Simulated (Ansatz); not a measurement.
## Electronic structure of ClH₅N₂Si (SMILES N[SiH](N)Cl) in real space

Input

```
crystal:
  periodic: [false, false, false]
  atoms:
    - { symbol: "N", position_ang: [-0.56824, 1.26129, -0.38537] }
    - { symbol: Si, position_ang: [0.38228, -0.16812, -0.37236] }
    - { symbol: "N", position_ang: [0.09949, -0.86187, 1.17364] }
    - { symbol: Cl, position_ang: [-0.28712, -1.23408, -1.96927] }
    - { symbol: H, position_ang: [-0.7477, 1.73053, -1.25704] }
    - { symbol: H, position_ang: [-0.45204, 1.92648, 0.35981] }
    - { symbol: H, position_ang: [1.83094, -0.06228, -0.50586] }
    - { symbol: H, position_ang: [0.58627, -1.70442, 1.42882] }
    - { symbol: H, position_ang: [-0.84388, -0.88754, 1.52763] }
basis:
  gaussian: { orbitals: "6-31G*" }
hamiltonian:
  xc: { name: BHLYP }
  dispersion: d4
relax:
  f_tol: 0.015
  max_steps: 40
output:
  orbitals: {}
```

Command:

```sh
ansatz run input.yaml --threads 1 --pin off --max-ram 2048MiB --backend cpu --events-out ev --progress --plain --runs-dir out
```

The fields are those of the relaxed geometry.

The calculation used RKS BHLYP-D4/6-31G* in Ansatz 0.2.0.

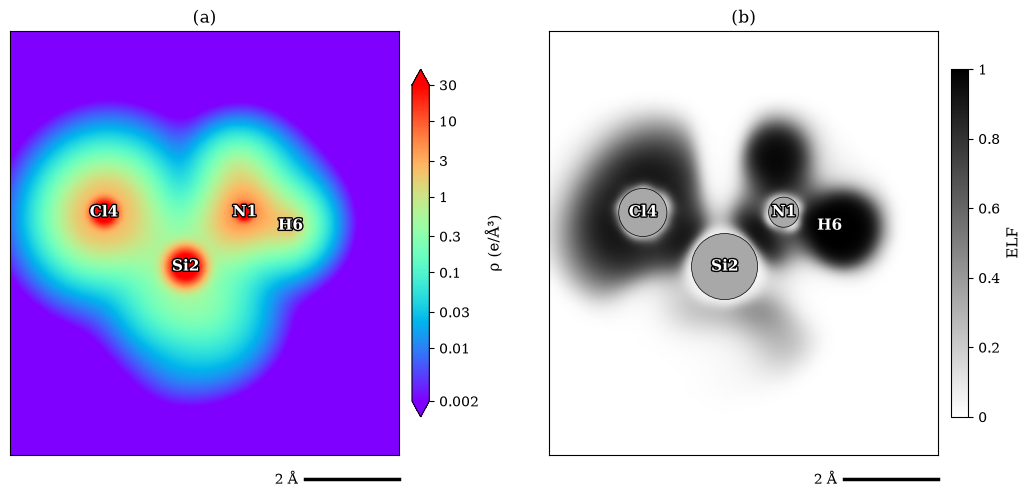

Figure 1. (a) electron density; (b) electron localisation function on the plane of atoms Si2, N1 and H6. Grey discs cover the atomic cores in the ELF map.

Q: Read the bonding off the picture.

A:
- The plane passes through N, Si, Cl and H nuclei.
- Si–N (1.70 Å): ρ at the midpoint is about 1.2 e/Å³; the ELF peaks at about 0.90 between the atoms (a shared but strongly polarised pair).
- Si–Cl (2.08 Å): the density is about 0.86 e/Å³ at the midpoint; the ELF peaks at about 0.90 between the atoms, as expected for a shared but strongly polarised pair.
- N–H (1.00 Å): the density is about 2.8 e/Å³ at the midpoint; the ELF climbs to about 1 towards the hydrogen, as it does in any bond to H: an ordinary covalent bond to hydrogen.
- The ELF also peaks beside Cl4, away from the bonds: lone-pair regions.

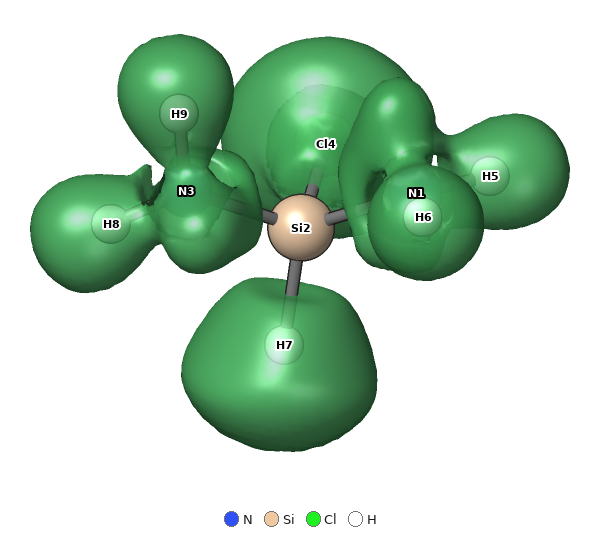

Figure 2. Isosurface of the electron localisation function at 0.8 (green), seen from one side. Only the valence region is drawn (cores and ρ < 0.01 e/Å³ removed).

Q: Where are the electrons localised?

A: The ELF exceeds this value in one region around a hydrogen nucleus, one region on Cl in which the atom's valence shell and bonds are merged and two joined regions spread over several atoms (H, N), in which their bonds and any lone pairs are merged.

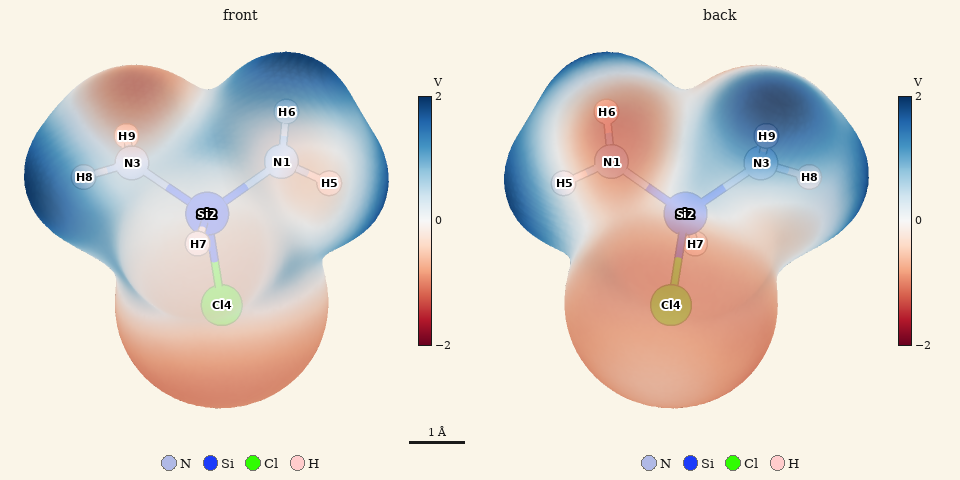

Figure 3. The molecular electrostatic potential painted on the density surface at 0.002 e/bohr³, seen from the front and from behind; red is negative and blue positive.

Q: Where is the surface potential most negative and most positive?

A: The most negative region (about −1.0 V) lies over N1 and N3, the most positive (about +1.9 V) over H6, H8 and H9.

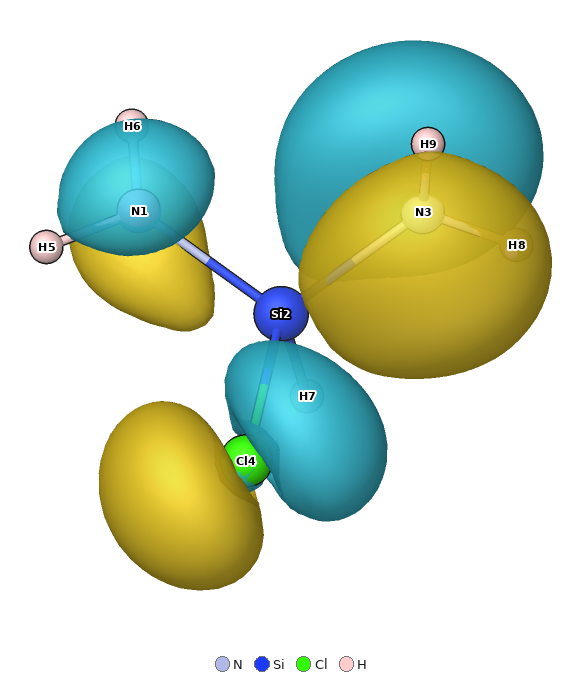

Figure 4. The HOMO−1 at ±0.08 Å⁻³ᐟ² (yellow and cyan are the two phases), seen at an oblique angle.

Q: What is the character of this orbital?

A: By Hirshfeld shares it lies mainly on N3 (about 60 %) and Cl4 (about 15 %). Its energy is −9.02 eV.
